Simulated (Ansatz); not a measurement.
Run report: Si$_{2}$H$_{5}$F$_{3}$, geometry relaxation

The run: geometry relaxation of Si$_{2}$H$_{5}$F$_{3}$. Method and program: RHF/6-31G* (Ansatz 0.2.0).

The input holds or restrains some coordinates. It belongs to a series of runs on one base structure; here: pulled along the bonds that form and break, towards end A. Figures and captions count atoms from 1; the log counts them from 0 in places.

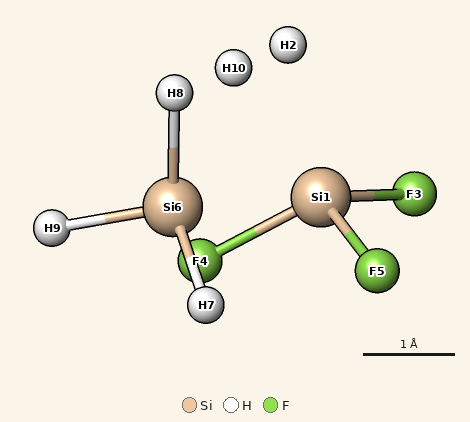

**Figure 1.** The structure as given in the input (ball-and-stick view, seen at a tilt; atoms are numbered from 1 in the order of the input). Bond lengths as drawn: F–Si 1.59 Å and H–Si 1.46 Å.

Input file:
```yaml
crystal:
  periodic: [false, false, false]
  atoms:
    - { symbol: Si, position_ang: [0.0, 0.0, 0.0] }
    - { symbol: H, position_ang: [0.0, 0.0, 1.81] }
    - { symbol: F, position_ang: [1.4994, 0.0, -0.5295] }
    - { symbol: F, position_ang: [-0.7489, 1.2974, -0.5295] }
    - { symbol: F, position_ang: [-0.7489, -1.2974, -0.5295] }
    - { symbol: Si, position_ang: [-2.3914, 0.0, 0.7946] }
    - { symbol: H, position_ang: [-3.1794, -0.9102, -0.0313] }
    - { symbol: H, position_ang: [-2.4426, -0.4389, 2.1861] }
    - { symbol: H, position_ang: [-2.9397, 1.3491, 0.69] }
    - { symbol: H, position_ang: [-0.9452, 0.0, 1.8966] }
basis:
  gaussian: { orbitals: "6-31G*" }
hamiltonian:
  xc: hf
relax:
  f_tol: 0.15
  max_steps: 25
  restrain:
    - { distance: [0, 5], at: 3.42, k: 30.0 }
    - { distance: [9, 1], at: 1.86, k: 30.0 }
    - { distance: [0, 1], at: 1.46, k: 30.0 }
    - { distance: [9, 5], at: 1.46, k: 30.0 }
output:
  orbitals: {}
```

Hardware: 1 thread of Arm Neoverse N1, 24 GiB of memory available, shared host.

Run as:
```bash
ansatz run input.yaml --threads 1 --pin off --max-ram 2048MiB --backend cpu --events-out ev --progress --plain --runs-dir out
```

What the program printed:
```
The last accepted step is kept in [file] (removed where the run ends without a failure and the disk answers)
Engine: ansatz 0.2.0, aarch64-unknown-linux-gnu
Functional definition: HF
  exchange = exact_x
  correlation = 0
920 factors; integrals over basis functions are off by at most 6.6e-4 eV
mean field evaluation 1: about -23913.1705 eV, gradient 4.0e1 eV
mean field evaluation 2: about -23913.2765 eV, gradient 4.0e1 eV
mean field evaluation 4: about -23916.8651 eV, gradient 3.0e0 eV
mean field evaluation 8: about -23916.9946 eV, gradient 6.4e-1 eV
mean field -23917.01692466 eV, -878.9341604451 hartree, gradient 7.4e-6 eV, S^2 0.000000; 0 other end points of the search recorded, 0 dependent functions left out
the calculation of the forces begins
reference -23917.01692466 eV, -878.9341604451 hartree; 30, 30 occupied and 63, 63 virtual orbitals, 920 factors
relax step   1: F+E_penalty+E_count = -23917.01692466 eV  Δ(F+E_penalty+E_count) = +0.000e0 eV  max|allowed force component| = 4.223e0 eV/Å  E_restraint = 28.35788287 eV  max|allowed force component, restraints' pulls added| = 3.757e1 eV/Å  Δτ_max = 0.0000 Å  (40 SCF iters, accepted)
  distance Si 0 - Si 5 = 2.5200 Å
  distance H 9 - H 1 = 0.9492 Å
  distance Si 0 - H 1 = 1.8100 Å
  distance H 9 - Si 5 = 1.8182 Å
these checks for a lower state are left out or cut short: starts, cluster_reference, orbital_swaps, neighbouring_geometries, increment
920 factors; integrals over basis functions are off by at most 6.3e-4 eV
mean field evaluation 16: about -23917.8803 eV, gradient 1.3e1 eV
mean field -23919.50761751 eV, -879.0256917188 hartree, gradient 8.2e-6 eV, S^2 0.000000; 0 other end points of the search recorded, 0 dependent functions left out
[... from here on the field's lines of each further geometry are left out, up to the last ...]
relax step   2: F+E_penalty+E_count = -23919.50761751 eV  Δ(F+E_penalty+E_count) = -2.491e0 eV  max|allowed force component| = 4.213e0 eV/Å  E_restraint = 13.12019158 eV  max|allowed force component, restraints' pulls added| = 2.477e1 eV/Å  Δτ_max = 0.1950 Å  (37 SCF iters, accepted)
relax step   3: F+E_penalty+E_count = -23921.13029207 eV  Δ(F+E_penalty+E_count) = -1.623e0 eV  max|allowed force component| = 5.980e0 eV/Å  E_restraint = 3.57410051 eV  max|allowed force component, restraints' pulls added| = 9.141e0 eV/Å  Δτ_max = 0.1949 Å  (30 SCF iters, accepted)
relax step   4: F+E_penalty+E_count = -23922.61595898 eV  Δ(F+E_penalty+E_count) = -1.486e0 eV  max|allowed force component| = 5.672e0 eV/Å  E_restraint = 0.66441255 eV  max|allowed force component, restraints' pulls added| = 3.300e0 eV/Å  Δτ_max = 0.1949 Å  (29 SCF iters, accepted)
relax step   5: F+E_penalty+E_count = -23923.75154441 eV  Δ(F+E_penalty+E_count) = -1.136e0 eV  max|allowed force component| = 3.095e0 eV/Å  E_restraint = 0.14869285 eV  max|allowed force component, restraints' pulls added| = 2.344e0 eV/Å  Δτ_max = 0.1947 Å  (28 SCF iters, accepted)
relax step   6: F+E_penalty+E_count = -23924.48736266 eV  Δ(F+E_penalty+E_count) = -7.358e-1 eV  max|allowed force component| = 1.467e0 eV/Å  E_restraint = 0.03383088 eV  max|allowed force component, restraints' pulls added| = 1.467e0 eV/Å  Δτ_max = 0.1949 Å  (28 SCF iters, accepted)
relax step   7: F+E_penalty+E_count = -23924.89732697 eV  Δ(F+E_penalty+E_count) = -4.100e-1 eV  max|allowed force component| = 6.113e-1 eV/Å  E_restraint = 0.00643991 eV  max|allowed force component, restraints' pulls added| = 5.749e-1 eV/Å  Δτ_max = 0.1950 Å  (28 SCF iters, accepted)
relax step   8: F+E_penalty+E_count = -23925.04350315 eV  Δ(F+E_penalty+E_count) = -1.462e-1 eV  max|allowed force component| = 5.847e-1 eV/Å  E_restraint = 0.01944081 eV  max|allowed force component, restraints' pulls added| = 3.966e-1 eV/Å  Δτ_max = 0.1999 Å  (28 SCF iters, accepted)
the calculation of the forces begins
reference -23925.09612729 eV, -879.2310656652 hartree; 30, 30 occupied and 63, 63 virtual orbitals, 920 factors
relax step   9: F+E_penalty+E_count = -23925.09612729 eV  Δ(F+E_penalty+E_count) = -5.262e-2 eV  max|allowed force component| = 7.492e-1 eV/Å  E_restraint = 0.01504802 eV  max|allowed force component, restraints' pulls added| = 9.818e-2 eV/Å  Δτ_max = 0.1997 Å  (27 SCF iters, accepted)
```

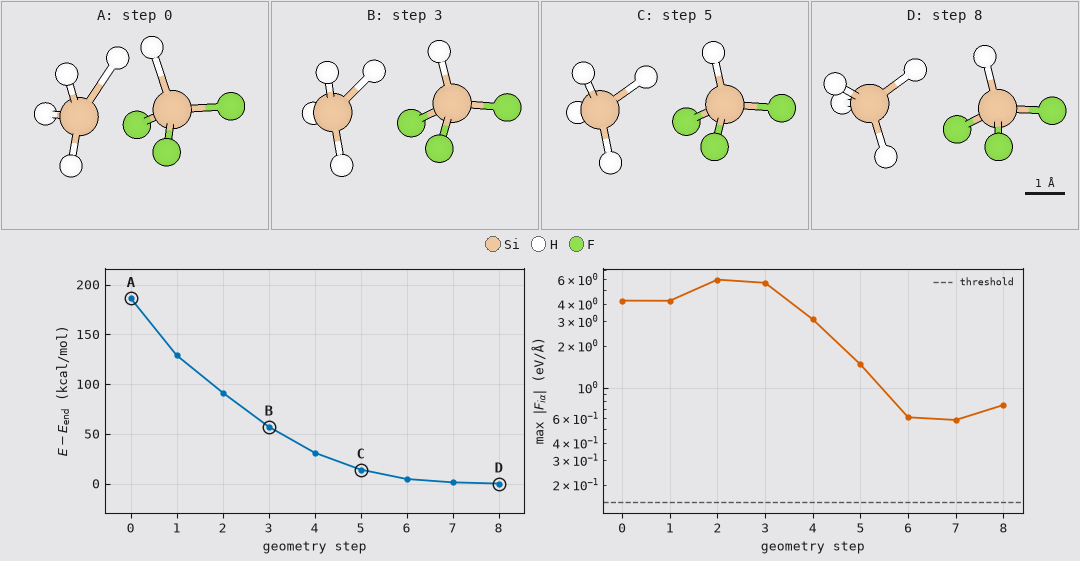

**Figure 2.** Frames of the restrained relaxation (ball-and-stick view, seen at a tilt) above the curves, on which the letters mark them (the first geometry is step 0 here and step 1 in the log).

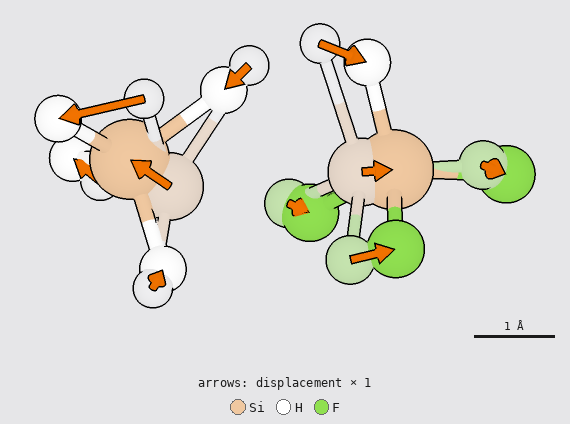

**Figure 3.** Start (faint) and end (solid) with the displacements as orange arrows, at true length (ball-and-stick view, seen at a tilt). The two geometries are laid on each other by the best rigid fit. Over 8 geometry steps the energy falls by 186.3 kcal/mol. Largest force component: 4.2 eV/Å at the start, 0.75 eV/Å at the end. The atom that moves furthest after the best rigid fit is H8 (1.15 Å). Largest moves by element: H 1.15 Å, Si 0.63 Å, F 0.59 Å. Distances before and after: Si1–H2 1.810 → 1.450 Å, Si6–H10 1.818 → 1.465 Å, Si6–H8 1.460 → 1.480 Å, Si1–F3 1.590 → 1.573 Å. Among the angles that change: H8–Si6–H10 56.6° → 108.6°, H7–Si6–H10 140.5° → 109.6°, F3–Si1–F4 109.5° → 107.1°. (Atoms are counted from 1 in the order of the input.)

```
  distance Si 0 - Si 5 = 3.4408 Å
  distance H 9 - H 1 = 1.8813 Å
  distance Si 0 - H 1 = 1.4502 Å
  distance H 9 - Si 5 = 1.4648 Å
920 factors; integrals over basis functions are off by at most 7.3e-4 eV
mean field -23925.09612729 eV, -879.2310656652 hartree, gradient 2.7e-5 eV, S^2 0.000000; 1 other end points of the search recorded, 0 dependent functions left out
the calculation of the forces begins
reference -23925.09612729 eV, -879.2310656652 hartree; 30, 30 occupied and 63, 63 virtual orbitals, 920 factors
Total energy: -23925.09612729 eV, -879.2310656652 hartree
Atom 0 at     0.382206    -0.057135    -0.102579 Å, force     0.571437    -0.052965    -0.061466 eV/Å
Atom 1 at     0.496280     0.005805     1.341801 Å, force     0.568055     0.045327    -0.384257 eV/Å
Atom 2 at     1.772812     0.151458    -0.806953 Å, force    -0.085753     0.005711     0.057990 eV/Å
Atom 3 at    -0.586829     1.052140    -0.654556 Å, force     0.038714    -0.002164     0.017145 eV/Å
Atom 4 at    -0.172205    -1.453013    -0.557314 Å, force     0.005273    -0.009697    -0.005461 eV/Å
Atom 5 at    -2.756153     0.063360     1.302853 Å, force    -0.749214    -0.046713     0.180393 eV/Å
Atom 6 at    -2.936998    -0.730258     0.074770 Å, force     0.022546     0.011975     0.052662 eV/Å
Atom 7 at    -3.574749    -0.514341     2.392262 Å, force     0.046307     0.028330    -0.074620 eV/Å
Atom 8 at    -3.172149     1.454059     1.059386 Å, force     0.024287     0.029845     0.026607 eV/Å
Atom 9 at    -1.348915     0.027926     1.707830 Å, force    -0.441652    -0.009648     0.191007 eV/Å
Dipole moment:    -0.008302     0.028225     0.331771 e Å
```

Trajectory as extended XYZ (Å, eV, eV/Å), 9 frames, from step=1 to step=9:
```
10
Properties=species:S:1:pos:R:3:forces:R:3 step=1 energy=-23917.01692
Si    0.0000    0.0000    0.0000   -1.5369   0.1939   3.4663
H     0.0000    0.0000    1.8100    4.2233  -0.0563  -1.7733
F     1.4994    0.0000   -0.5295   -1.2709  -0.0097   0.3051
F    -0.7489    1.2974   -0.5295    2.3633   0.6672  -0.9545
F    -0.7489   -1.2974   -0.5295    2.3663  -0.7785  -0.6379
Si   -2.3914    0.0000    0.7946   -2.2327   0.5675   2.0136
H    -3.1794   -0.9102   -0.0313    0.0309  -0.3191  -0.0797
H    -2.4426   -0.4389    2.1861   -1.6800  -0.4586   1.3994
H    -2.9397    1.3491    0.6900   -0.4540   0.2861   0.2928
H    -0.9452    0.0000    1.8966   -1.8094  -0.0924  -4.0317
10
Properties=species:S:1:pos:R:3:forces:R:3 step=2 energy=-23919.50762
Si    0.0884    0.0011    0.0289   -0.5191   0.1039   3.9862
H     0.1628   -0.0005    1.7216    2.8482  -0.0772  -3.8934
F     1.5245    0.0000   -0.5398    0.7894  -0.0033  -1.0594
F    -0.7138    1.2887   -0.5265    1.4074  -1.0497   0.0686
F    -0.7135   -1.2890   -0.5232    1.4128   0.9721   0.3107
Si   -2.5214    0.0036    0.8849   -0.3941   0.2438   2.5393
H    -3.1827   -0.9149   -0.0321    0.5184  -0.2271  -0.2227
H    -2.4614   -0.4472    2.2141   -3.2525  -1.0885   2.3257
H    -2.9491    1.3591    0.6940   -0.3986   0.6226   0.1579
H    -1.1304   -0.0008    1.8357   -2.4118   0.5033  -4.2129
10
Properties=species:S:1:pos:R:3:forces:R:3 step=3 energy=-23921.13029
Si    0.2243    0.0013    0.0649   -5.9801   0.0493   2.2729
H     0.2964   -0.0015    1.6065    1.5198  -0.0375  -2.3845
F     1.5716   -0.0001   -0.5785    3.3146  -0.0040  -1.9734
F    -0.6949    1.2538   -0.5100    2.1448  -1.5498   0.6068
F    -0.6946   -1.2552   -0.5047    2.2022   1.4904   0.7705
Si   -2.6421    0.0041    0.9868    0.4072   0.2611  -0.1822
H    -3.1691   -0.9157   -0.0351    0.4937   0.0302   0.1627
H    -2.5205   -0.4684    2.2553   -3.6425  -1.6154   3.6373
H    -2.9521    1.3688    0.6954   -0.6059   0.7143   0.2647
H    -1.3157    0.0129    1.7768    0.1462   0.6614  -3.1747
10
Properties=species:S:1:pos:R:3:forces:R:3 step=4 energy=-23922.61596
Si    0.3012    0.0018    0.0582   -5.6718  -0.0286   0.5573
H     0.3985   -0.0054    1.5260    1.0304   0.0012  -0.9413
F     1.6466    0.0005   -0.6267    2.4173   0.0082  -1.4413
F    -0.6410    1.2248   -0.5029    2.0420  -1.0697   0.5600
F    -0.6372   -1.2293   -0.4929    2.1019   1.0431   0.6315
Si   -2.7645    0.0045    1.0714    1.5863   0.0972  -0.4646
H    -3.1563   -0.9116   -0.0247    0.1900   0.1401   0.4288
H    -2.6796   -0.5150    2.3576   -3.0777  -1.0286   2.4765
H    -2.9815    1.3858    0.7115   -0.8316   0.4602   0.3639
H    -1.3828    0.0440    1.6800    0.2133   0.3772  -2.1709
10
Properties=species:S:1:pos:R:3:forces:R:3 step=5 energy=-23923.75154
Si    0.3319    0.0007    0.0322   -3.0946  -0.0471   0.3218
H     0.4564   -0.0074    1.4857    0.8409   0.0176  -0.5954
F     1.7029    0.0013   -0.6667    1.0838   0.0143  -0.7297
F    -0.5743    1.2147   -0.5007    1.3269  -0.3043   0.1902
F    -0.5670   -1.2226   -0.4894    1.3690   0.2793   0.2183
Si   -2.8096    0.0062    1.1239    1.8283  -0.0507  -0.0695
H    -3.1550   -0.9034    0.0062    0.0126   0.1214   0.4337
H    -2.8524   -0.5439    2.4427   -2.3436  -0.3683   1.1562
H    -3.0381    1.3944    0.7424   -0.8429   0.2145   0.4033
H    -1.3914    0.0601    1.5811   -0.1803   0.1233  -1.3288
10
Properties=species:S:1:pos:R:3:forces:R:3 step=6 energy=-23924.48736
Si    0.3583   -0.0010    0.0020   -1.0908  -0.0365   0.4387
H     0.4958   -0.0050    1.4518    0.7153   0.0187  -0.4876
F     1.7507    0.0024   -0.6947    0.3853   0.0119  -0.3531
F    -0.5047    1.2179   -0.5153    0.6556   0.2179  -0.0749
F    -0.4939   -1.2306   -0.5029    0.6952  -0.2481  -0.0673
Si   -2.8114    0.0082    1.1680    1.1163  -0.1210   0.2905
H    -3.1603   -0.8949    0.0491   -0.0158   0.0723   0.3321
H    -3.0374   -0.5501    2.5038   -1.4667   0.0988   0.1571
H    -3.1164    1.3959    0.7897   -0.6079  -0.0231   0.4021
H    -1.3774    0.0573    1.5061   -0.3865   0.0091  -0.6375
10
Properties=species:S:1:pos:R:3:forces:R:3 step=7 energy=-23924.89733
Si    0.3865   -0.0033   -0.0304   -0.1316  -0.0257   0.2757
H     0.5225   -0.0006    1.4168    0.6113   0.0090  -0.4038
F     1.7953    0.0056   -0.7137    0.0905   0.0070  -0.1801
F    -0.4392    1.2323   -0.5496    0.3204   0.1758  -0.0811
F    -0.4198   -1.2550   -0.5365    0.3707  -0.1982  -0.0780
Si   -2.7948    0.0084    1.2112   -0.0486  -0.0798   0.4728
H    -3.1614   -0.8901    0.0996    0.0463   0.0183   0.1727
H    -3.2294   -0.5276    2.5289   -0.5749   0.2523  -0.3155
H    -3.2015    1.3860    0.8607   -0.2314  -0.1474   0.2970
H    -1.3549    0.0443    1.4704   -0.4528  -0.0115  -0.1596
10
Properties=species:S:1:pos:R:3:forces:R:3 step=8 energy=-23925.04350
Si    0.3890   -0.0407   -0.0783    0.3735  -0.1177  -0.0846
H     0.5064   -0.0406    1.3674    0.5057  -0.0618  -0.3661
F     1.8108    0.0976   -0.7344   -0.1022  -0.0076  -0.0578
F    -0.4976    1.1568   -0.5877    0.1408  -0.0124  -0.0166
F    -0.2773   -1.3579   -0.6318    0.2142   0.1747   0.1567
Si   -2.7796    0.0391    1.2595   -0.5847  -0.0371   0.5356
H    -3.0618   -0.8466    0.1132    0.1077   0.0243   0.1192
H    -3.4098   -0.4830    2.5004   -0.2370   0.1282  -0.2989
H    -3.2151    1.4094    0.9306   -0.0711  -0.0656   0.1163
H    -1.3617    0.0659    1.6186   -0.3469  -0.0251  -0.1039
10
Properties=species:S:1:pos:R:3:forces:R:3 step=9 energy=-23925.09613
Si    0.3822   -0.0571   -0.1026    0.5714  -0.0530  -0.0615
H     0.4963    0.0058    1.3418    0.5681   0.0453  -0.3843
F     1.7728    0.1515   -0.8070   -0.0858   0.0057   0.0580
F    -0.5868    1.0521   -0.6546    0.0387  -0.0022   0.0171
F    -0.1722   -1.4530   -0.5573    0.0053  -0.0097  -0.0055
Si   -2.7562    0.0634    1.3029   -0.7492  -0.0467   0.1804
H    -2.9370   -0.7303    0.0748    0.0225   0.0120   0.0527
H    -3.5747   -0.5143    2.3923    0.0463   0.0283  -0.0746
H    -3.1721    1.4541    1.0594    0.0243   0.0298   0.0266
H    -1.3489    0.0279    1.7078   -0.4417  -0.0096   0.1910
```

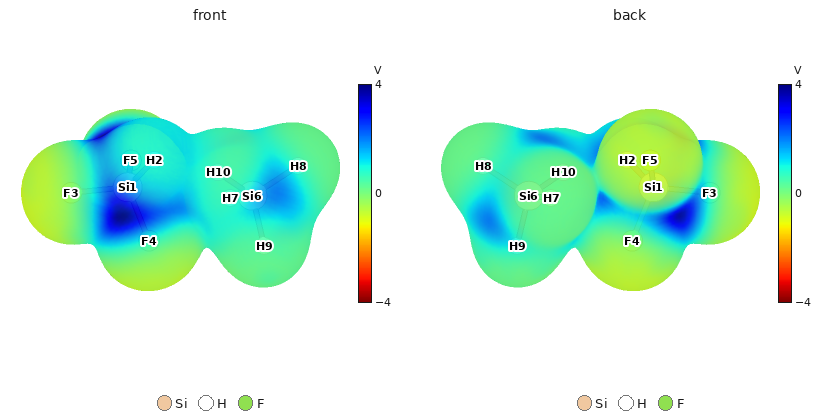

**Figure 4.** The molecular electrostatic potential painted on the density surface at 0.004 e/bohr³, seen at a tilt and from behind; red is negative and blue positive.

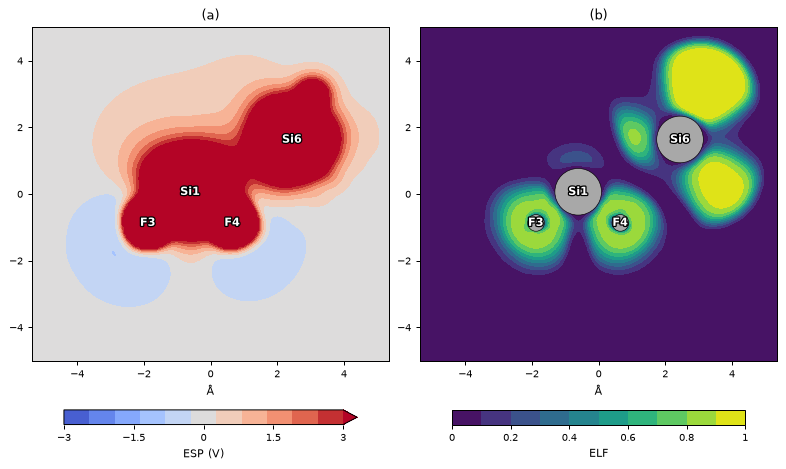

**Figure 5.** (a) electrostatic potential; (b) ELF on the plane of atoms F3, Si1 and F4. Grey discs, where drawn, cover atomic cores. The section cuts through Si and F sites. Si1···Si6 (3.44 Å): the ELF is only about 0 between them. Si–F (1.57 Å): the ELF peaks at about 0.85 between the atoms.

Summary:

- outcome: converged under the restraints of the input
- total energy: −23925.0961 eV
- mean-field energy: −23925.0961 eV
- largest force (length of the vector) at the end, held atoms and coordinates included: 0.772 eV/Å
- wall time: 33 s
- peak memory: 0.18 GiB
